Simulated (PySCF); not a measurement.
Consider H$_{8}$LaO$_{4}$ (charge +3).

The calculation's input:

```
mol = gto.M(atom='''
La    -0.00000     0.00000    -0.00000
O      1.40129     1.41193     1.41193
H      1.76682     1.21438     2.30128
H      1.76682     2.30128     1.21438
O     -1.40129    -1.41193     1.41193
H     -1.76682    -1.21438     2.30128
H     -1.76682    -2.30128     1.21438
O      1.40129    -1.41193    -1.41193
H      1.76682    -2.30128    -1.21438
H      1.76682    -1.21438    -2.30128
O     -1.40129     1.41193    -1.41193
H     -1.76682     2.30128    -1.21438
H     -1.76682     1.21438    -2.30128''',
    basis={'La': 'def2-SVP', 'O': 'def2-SVP', 'H': 'def2-SVP'},
    ecp={'La': 'def2-SVP'},
    charge=3, spin=0)
mf = dft.RKS(mol, xc='PBE0')
mf.grids.atom_grid = (75, 302)  # f atoms: at least (60, 302), unpruned
mf = mf.density_fit()  # La def2-universal-JKFIT, O def2-universal-JKFIT, H def2-universal-JKFIT
mf.conv_tol = 1e-09; mf.max_cycle = 55
mf.kernel(dm0)
```

Launched as:

```sh
OMP_NUM_THREADS=2 python run.py
```

Core potentials replace the inner electrons of La.

Computed with PySCF 2.14.0, RKS PBE0, La def2-SVP with ECP46, O def2-SVP, H def2-SVP; non-relativistic Hamiltonian with scalar-relativistic core potentials where named; density fitting.

**What can the converged electron density and electron localisation function tell about the bonding?**

La–O (2.44 Å): ρ at the midpoint is about 0.39 e/Å³; the ELF is about 0.20 at the midpoint: an ionic contact with no shared pair.

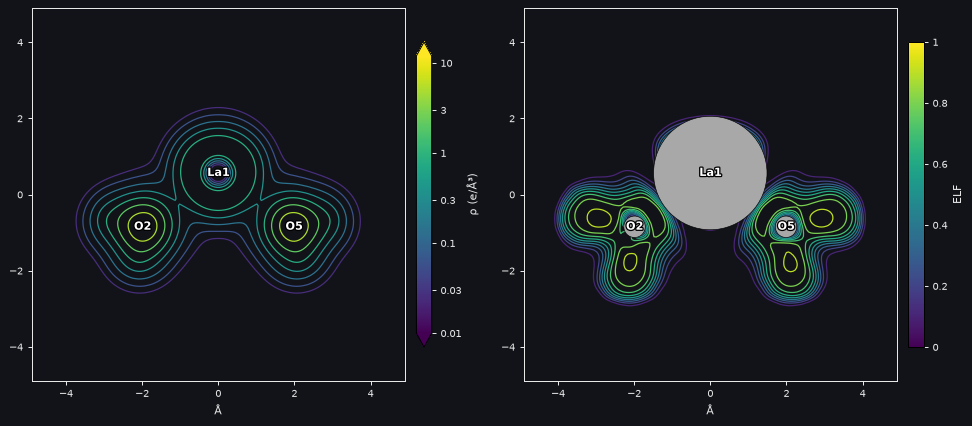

Computed electron density and electron localisation function on the plane of atoms O2, La1 and O5, in this order. Grey discs cover the atomic cores in the ELF map. 
